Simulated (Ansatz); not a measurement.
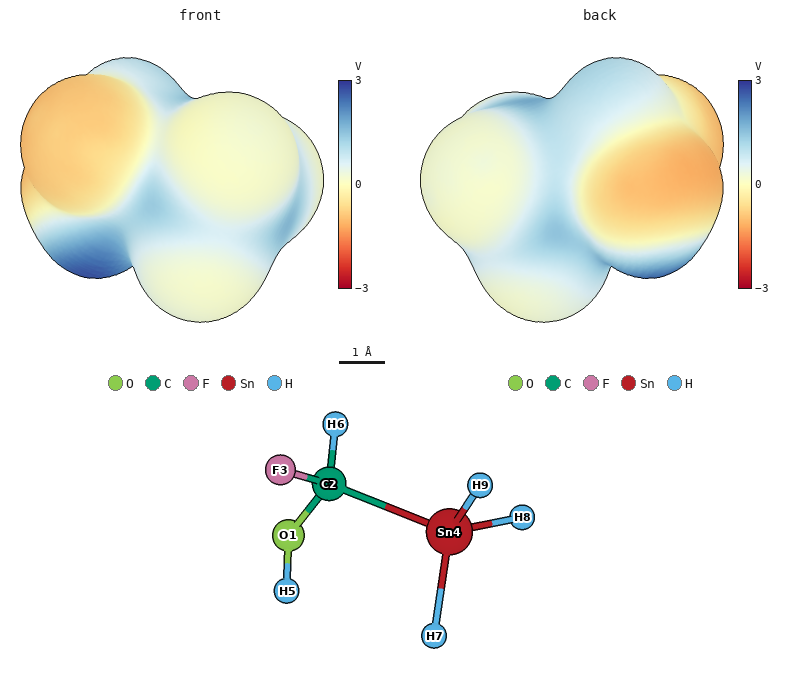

CH5FOSn (SMILES O[CH](F)[SnH3]). The molecular electrostatic potential painted on the density surface at 0.002 e/bohr³, seen from the front and from behind; red is negative and blue positive. The bare structure is drawn below in the same view.

Geometry: PBE0-D4/def2-TZVP; core potentials replace the inner electrons of Sn.

These are results of RKS PBE0-D4/def2-TZVPP (Ansatz 0.2.0), not measurements.

```xyz
9

O     1.3058    0.8415   -1.0426
C     0.5378    0.8557    0.0974
F    -0.3508    1.9261    0.0629
Sn   -0.6336   -0.9739    0.4066
H     0.7664    0.5813   -1.7962
H     1.2251    1.0454    0.9244
H    -1.2014   -1.4094   -1.1482
H     0.3779   -2.2076    1.0115
H    -1.9386   -0.7053    1.4671
```

> Describe the electrostatic potential map.

The most negative region (about −1.2 V, or −28 kcal/mol for a unit charge) lies over O1, the most positive (about +2.7 V, or +62 kcal/mol for a unit charge) over H5. O1 is the likeliest acceptor of a hydrogen bond.
